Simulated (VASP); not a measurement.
```xyz
2
Lattice="0.0000 3.5857 3.5857 3.5857 0.0000 3.5857 3.5857 3.5857 0.0000" Properties=species:S:1:pos:R:3 pbc="T T T"
K      0.0000     0.0000     0.0000
I      3.5857     3.5857     3.5857
```

The numbers are results of vdW-DF2, VASP's PBE PAW potentials (set 64) (plane waves; VASP), not measurements. Run with 520 eV cut-off, 7×7×7 Γ-centred mesh, tetrahedra with Blöchl corrections, potentials K_sv I.

Unless said otherwise, spin-orbit coupling is left out, though it shifts the bands of the heavy elements here.

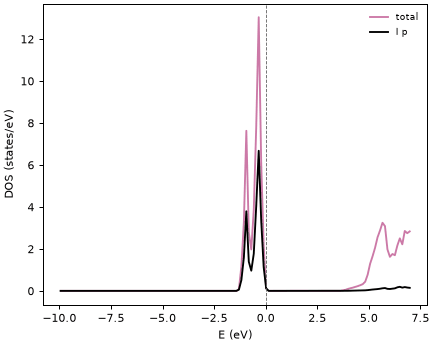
*Total and projected density of states, zero at the valence-band maximum*

Within 2 eV below the valence-band maximum the largest weight inside VASP's projection spheres is I p.

The gap is direct, 3.56 eV, from the valence maximum at Γ to the conduction minimum at Γ.

The compound is KI in the rock salt structure. It was relaxed first.
